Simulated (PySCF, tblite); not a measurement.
# C₅H₅F₂O radical: geometry, infrared bands and EPR parameters

Wanted: the infrared bands and EPR parameters of C₅H₅F₂O radical (`FC(F)C1=C[CH]CO1`), by calculation.

The runs use tblite 0.8.0 and PySCF 2.14.0, with density-fitted response routines of our own; the level of theory stands in each step. All values are computed, except where a source is named. Atoms are numbered from 0 throughout.

## Step 1: The molecule as given

13 atoms, charge 0, multiplicity 2; geometry from: force field or distance geometry start.

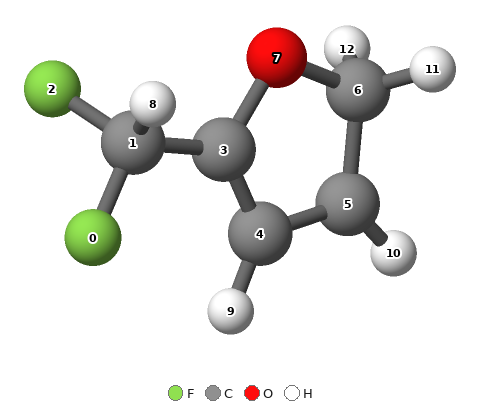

The starting geometry (fluorine green, carbon grey, oxygen red, hydrogen white), atoms numbered; sticks join atoms by distance.

## Step 2: Optimising the geometry with GFN2-xTB

What the job is given:

```
{"job": {"kind": "relax", "xc": "GFN2-xTB", "basis": "xTB"}, "charge": 0, "multiplicity": 2}
F      2.745400    -0.632200    -0.261900
C      1.942700     0.150800     0.523900
F      2.146300    -0.305900     1.807200
C      0.508700     0.065500     0.129500
C     -0.030600    -0.737100    -0.779500
C     -1.429700    -0.470000    -0.825600
C     -1.680400     0.580900     0.197800
O     -0.392300     0.917300     0.785600
H      2.317600     1.172000     0.472600
H      0.486100    -1.460000    -1.391900
H     -2.159000    -0.969500    -1.437000
H     -2.114400     1.476500    -0.243000
H     -2.344800     0.212200     1.004700
```

The run is started by

```console
> OMP_NUM_THREADS=1 python probes_run.py task.json out
```

This one command runs all jobs of the session in turn.

The program printed:

```text
step      E/eV     max force
  0    -726.88351    3.392
  1    -727.03304    1.487
  2    -727.06169    0.376
  3    -727.07272    0.264
  4    -727.07968    0.298
  5    -727.08387    0.220
  6    -727.08657    0.161
  7    -727.08862    0.115
  8    -727.08933    0.070
  9    -727.08974    0.064
 10    -727.09027    0.074
 11    -727.09102    0.103
 12    -727.09185    0.094
 13    -727.09265    0.104
 14    -727.09352    0.095
 15    -727.09458    0.106
 16    -727.09564    0.116
 17    -727.09643    0.070
 18    -727.09702    0.073
 19    -727.09763    0.067
 20    -727.09834    0.095
 21    -727.09903    0.081
 22    -727.09958    0.061
 23    -727.10007    0.052
 24    -727.10067    0.092
 25    -727.10149    0.120
 26    -727.10252    0.118
 27    -727.10381    0.099
 28    -727.10553    0.145
 29    -727.10780    0.189
 30    -727.11048    0.181
 31    -727.11327    0.141
 32    -727.11615    0.142
 33    -727.11947    0.190
 34    -727.12053    0.327
 35    -727.10002    0.825
 36    -727.12613    0.150
 37    -727.12816    0.112
 38    -727.12690    0.475
 39    -727.13236    0.066
 40    -727.13363    0.075
 41    -727.13497    0.222
 42    -727.13607    0.105
 43    -727.13720    0.071
 44    -727.13867    0.054
 45    -727.13943    0.093
 46    -727.13994    0.084
 47    -727.14084    0.059
 48    -727.14124    0.068
 49    -727.14165    0.056
 50    -727.14194    0.068
 51    -727.14225    0.039
 52    -727.14253    0.049
 53    -727.14286    0.043
 54    -727.14314    0.047
 55    -727.14353    0.047
 56    -727.14388    0.053
 57    -727.14408    0.086
 58    -727.14433    0.041
 59    -727.14445    0.015
 60    -727.14450    0.015
 61    -727.14453    0.013
 62    -727.14455    0.013
 63    -727.14457    0.010
 64    -727.14459    0.010
 65    -727.14460    0.010
```

It took 0.31 s on 1 thread of Arm Neoverse V1, shared host.

The steps of the relaxation: (not every step is listed)

| step | energy from step 0 (eV) | largest force (eV/Å) |
| --- | --- | --- |
| 0 | 0.0000 | 3.3921 |
| 1 | -0.1495 | 1.4866 |
| 2 | -0.1782 | 0.3761 |
| 3 | -0.1892 | 0.2640 |
| 4 | -0.1962 | 0.2982 |
| 5 | -0.2004 | 0.2201 |
| 6 | -0.2031 | 0.1615 |
| 7 | -0.2051 | 0.1147 |
| 8 | -0.2058 | 0.0699 |
| 13 | -0.2091 | 0.1036 |
| 18 | -0.2135 | 0.0734 |
| 23 | -0.2166 | 0.0516 |
| 28 | -0.2220 | 0.1451 |
| 33 | -0.2360 | 0.1905 |
| 38 | -0.2434 | 0.4746 |
| 43 | -0.2537 | 0.0709 |
| 48 | -0.2577 | 0.0677 |
| 53 | -0.2594 | 0.0434 |
| 58 | -0.2608 | 0.0408 |
| 60 | -0.2610 | 0.0145 |
| 61 | -0.2610 | 0.0133 |
| 62 | -0.2610 | 0.0125 |
| 63 | -0.2611 | 0.0102 |
| 64 | -0.2611 | 0.0105 |
| 65 | -0.2611 | 0.0097 |

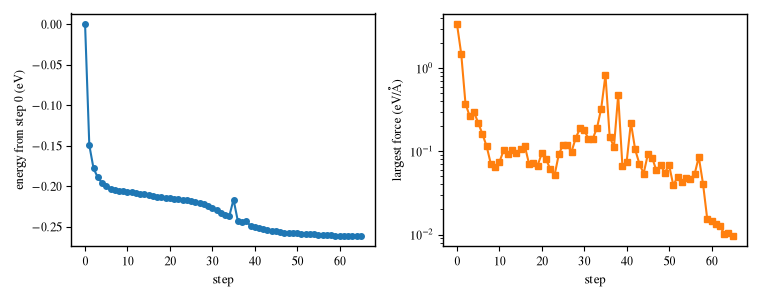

Energy and largest force along the relaxation.

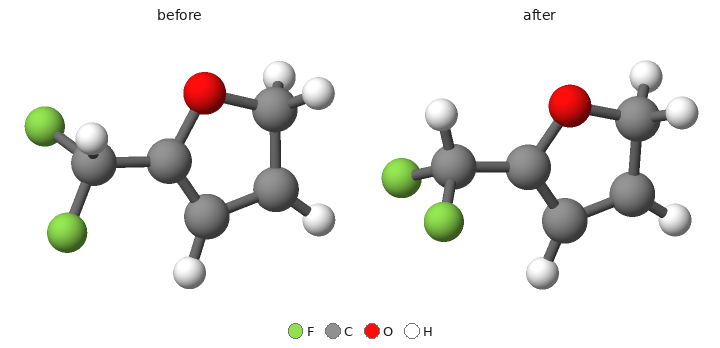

The geometry before (left) and after (right).

Distances of close pairs at the start and the end, largest changes first:

| bond | before (Å) | after (Å) | change (Å) |
| --- | --- | --- | --- |
| C3–C4 | 1.327 | 1.389 | +0.062 |
| C4–C5 | 1.425 | 1.370 | -0.055 |
| C6–O7 | 1.455 | 1.420 | -0.035 |
| C3–O7 | 1.403 | 1.368 | -0.035 |
| C1–F2 | 1.377 | 1.364 | -0.013 |
| C6–H11 | 1.088 | 1.101 | +0.012 |
| C1–H8 | 1.089 | 1.100 | +0.010 |
| C1–C3 | 1.490 | 1.481 | -0.009 |

The end geometry stands in the next job.

## Step 3: Infrared spectrum with GFN2-xTB

What the job is given:

```
{"job": {"kind": "ir", "xc": "GFN2-xTB", "basis": "xTB"}, "charge": 0, "multiplicity": 2}
F      2.783068     0.244426    -0.503145
C      1.938097     0.168932     0.564567
F      2.351040    -0.929994     1.259427
C      0.524270     0.049441     0.140624
C     -0.109974    -0.911578    -0.636211
C     -1.436653    -0.580893    -0.718756
C     -1.633880     0.675112     0.061405
O     -0.350899     1.008841     0.571451
H      2.103172     1.054342     1.195210
H      0.381305    -1.754656    -1.079628
H     -2.224408    -1.093902    -1.228641
H     -2.000094     1.513732    -0.550157
H     -2.329433     0.556684     0.906127
```

The program printed:

```text
mode    cm-1     km/mol
  1      35.3      2.55
  2     110.6      0.50
  3     185.6      6.07
  4     274.5     14.82
  5     357.5     14.33
  6     378.4      0.14
  7     534.7      6.74
  8     558.4      2.54
  9     636.2     16.48
 10     710.5     63.73
 11     773.5      3.74
 12     849.2      2.54
 13     913.5      3.14
 14     934.0      0.30
 15     957.2    211.82
 16     975.2     13.53
 17    1007.8     74.35
 18    1040.3    128.77
 19    1074.8     25.24
 20    1104.5      3.07
 21    1183.4     19.49
 22    1210.2      2.39
 23    1236.5      8.00
 24    1273.0     12.51
 25    1332.7     94.58
 26    1403.9      6.53
 27    1438.0     19.87
 28    1475.0      9.65
 29    2817.8     18.02
 30    2870.6     23.84
 31    2916.9     17.45
 32    3174.9      2.06
 33    3193.5      4.77
```

Run time: 0.31 s. Hardware: 1 thread of Arm Neoverse V1, shared host.

Which atoms move in the most intense modes:

| cm⁻¹ | km/mol | atoms |
| --- | --- | --- |
| 710 | 63.7 | C1 41 %, O7 24 %, C3 10 % |
| 957 | 211.8 | C1 63 %, F2 17 %, F0 16 % |
| 1008 | 74.3 | C1 24 %, H9 18 % |
| 1040 | 128.8 | C1 26 %, H9 23 %, H10 11 % |
| 1075 | 25.2 | H10 33 %, C6 22 %, O7 16 %, H9 13 % |
| 1333 | 94.6 | C3 42 %, C1 19 %, H8 19 % |
| 1438 | 19.9 | H11 39 %, H12 39 % |
| 2871 | 23.8 | H11 48 %, H12 48 % |

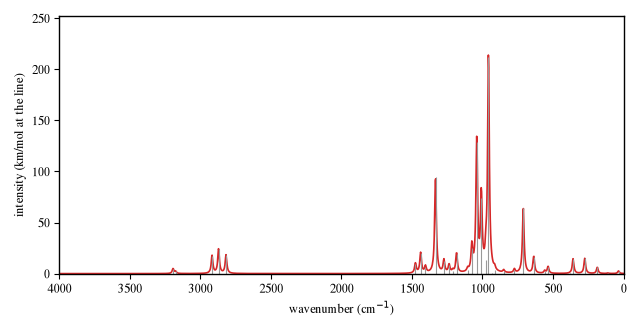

The infrared spectrum from these modes, unscaled. Lines are broadened to a width of 14 cm⁻¹ (Lorentzian).

## Step 4: EPR parameters: B3LYP/pcH-1

Same as in step 3 but for these lines:

```diff
@@ -1,2 +1,2 @@
-{"job": {"kind": "ir", "xc": "GFN2-xTB", "basis": "xTB"}, "charge": 0, "multiplicity": 2}
+{"job": {"kind": "epr", "basis": "pcH-1"}, "charge": 0, "multiplicity": 2}
 F      2.783068     0.244426    -0.503145
```

Level: UKS B3LYP, pcH-1 on C F H O, non-relativistic, mean-field spin-orbit, GIAO.

The program printed:

```text
UKS, coarse grid
  cycle   1  E = -468.27573752  |g| = 6.25e-01
  cycle   2  E = -468.08784288  |g| = 1.00e+00
  cycle   3  E = -468.40249223  |g| = 7.90e-02
  cycle   4  E = -468.40435344  |g| = 5.15e-02
  cycle   5  E = -468.40550188  |g| = 1.24e-02
  cycle   6  E = -468.40558188  |g| = 6.02e-03
  cycle   7  E = -468.40560933  |g| = 2.52e-03
  cycle   8  E = -468.40561560  |g| = 1.93e-03
  cycle   9  E = -468.40561762  |g| = 4.13e-04
UKS, final grid
  cycle   1  E = -468.40564588  |g| = 6.46e-04
  cycle   2  E = -468.40564541  |g| = 1.20e-03
  cycle   3  E = -468.40564609  |g| = 9.91e-05
  cycle   4  E = -468.40564609  |g| = 3.06e-05
  cycle   5  E = -468.40564610  |g| = 2.46e-05
E = -468.40564610 Eh   <S^2> = 0.7714 (exact 0.7500)
g shifts (ppm)      1          2          3
  rmc          -201       -201       -201
  gc             12         61         48
  oz_so         -92        955       1947
  total        -280        816       1794
hyperfine (MHz)  atom isotope    a_iso     a_fc   dipolar eigenvalues
    0   19F     125.36     125.36    -47.97    -44.77     92.74
    1   13C     -21.97     -21.97     -2.58      0.12      2.46
    2   19F     127.28     127.28    -48.98    -45.67     94.65
    3   13C      51.27      51.27    -49.33    -47.54     96.87
    4   13C     -40.53     -40.53    -25.50     11.87     13.64
    5   13C      46.68      46.68    -43.67    -41.53     85.20
    6   13C     -29.64     -29.64     -0.68     -0.26      0.95
    7   17O     -19.03     -19.03    -55.27     26.20     29.07
    8    1H      -1.21      -1.21     -4.14     -2.71      6.85
    9    1H       9.29       9.29     -4.31     -0.79      5.09
   10    1H     -36.33     -36.33    -21.33     -0.42     21.75
   11    1H     114.88     114.88     -3.48     -0.98      4.46
   12    1H     115.34     115.34     -3.44     -0.99      4.43
```

Run time: 58 s. Hardware: 1 thread of Arm Neoverse V1, shared host; peak memory 0.99 GiB.

Principal g values 2.00204, 2.00313, 2.00411; g(iso) = 2.00310, against 2.00232 for a free electron.

Mean a(iso) over the nuclei that a row names, and the largest dipolar term of the row (other rows stand at the frozen geometry):

| nuclei | isotope | a(iso) (MHz) | a(iso) (G, at g = 2.0023) | largest dipolar term (MHz) |
| --- | --- | --- | --- | --- |
| F0, F2 | 19F | 126.3 | 45.1 | 94.6 |
| H11, H12 | 1H | 115.1 | 41.1 | 4.5 |
| C3 | 13C | 51.3 | 18.3 | 96.9 |
| C5 | 13C | 46.7 | 16.7 | 85.2 |
| C4 | 13C | -40.5 | -14.5 | -25.5 |
| H10 | 1H | -36.3 | -13.0 | 21.7 |
| C6 | 13C | -29.6 | -10.6 | 0.9 |
| C1 | 13C | -22.0 | -7.8 | -2.6 |
| O7 | 17O | -19.0 | -6.8 | -55.3 |
| H9 | 1H | 9.3 | 3.3 | 5.1 |
| H8 | 1H | -1.2 | -0.4 | 6.9 |

Mulliken spin populations:

F0 0.02; C1 -0.01; F2 0.02; C3 0.52; C4 -0.21; C5 0.53; C6 -0.06; O7 0.11; H8 0.00; H9 0.01; H10 -0.02; H11 0.05; H12 0.05

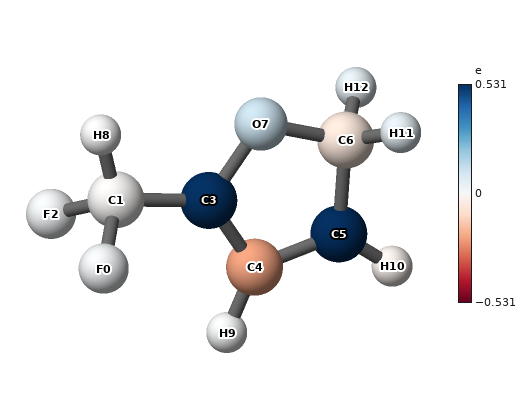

Mulliken spin populations, as colours on the atoms.

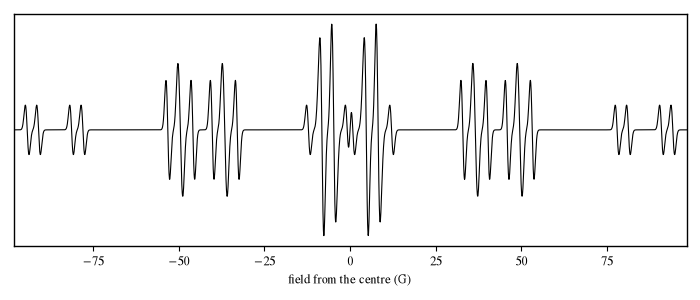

First-order isotropic spectrum (first derivative, main isotopes with spin only, couplings over 0.8 MHz, Gaussian width 0.5 G; couplings of the frozen geometry, rotation of groups not averaged beyond the rows shown).

The fields below are evaluated on a grid from the run's orbitals.

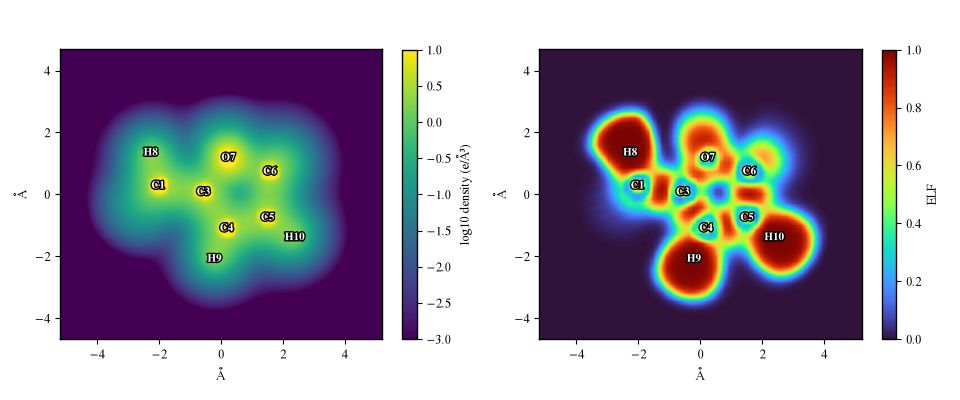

Density (left) and ELF (right) in a plane through or near 9 of the atoms.

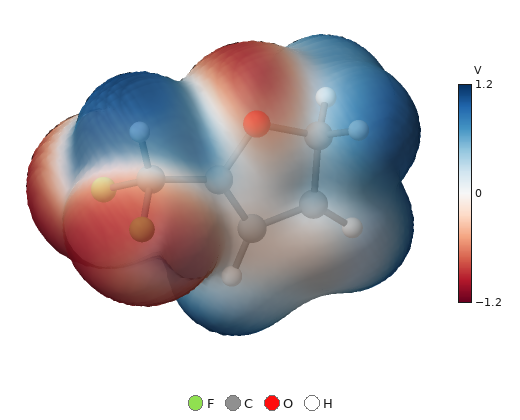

The potential that a unit positive charge feels on the 0.002 e/bohr³ surface, from -0.95 V near F0 to 1.20 V near H10.

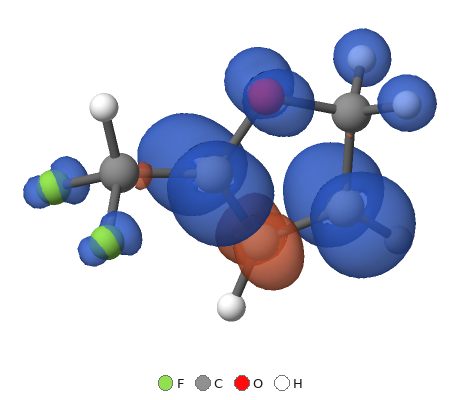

Spin density at ±0.03 e/Å³ (alpha excess blue, beta excess red).

## Step 5: What came out

| quantity | value |
| --- | --- |
| strongest single infrared mode (GFN2-xTB) | 957 cm⁻¹, 212 km/mol |
| zero-point energy (GFN2-xTB) | 55.7 kcal/mol |
| g(iso) (B3LYP) | 2.00310 |
| ⟨S²⟩ | 0.771 (exact 0.75) |
| largest a(iso) (averaged by class) | 19F on F0, F2, 126.3 MHz |
| potential on the surface of density 0.002 e/bohr³, 1st and 99th percentile | -0.95 V and 1.20 V |

What this shows: Relaxing lowered the energy by 0.261 eV in 65 steps; the close pair that moved most is C3–C4, from 1.327 to 1.389 Å. No mode is imaginary among the 33: a minimum at this level. The strongest single mode, at 957 cm⁻¹, moves mainly C1. Unscaled tight-binding wavenumbers are off by several per cent, some by more. Its intensities can rank the bands wrongly. The largest spin populations lie on C5 (0.53 e), C3 (0.52 e). The isotropic g lies 0.8 ppt above the free-electron value.
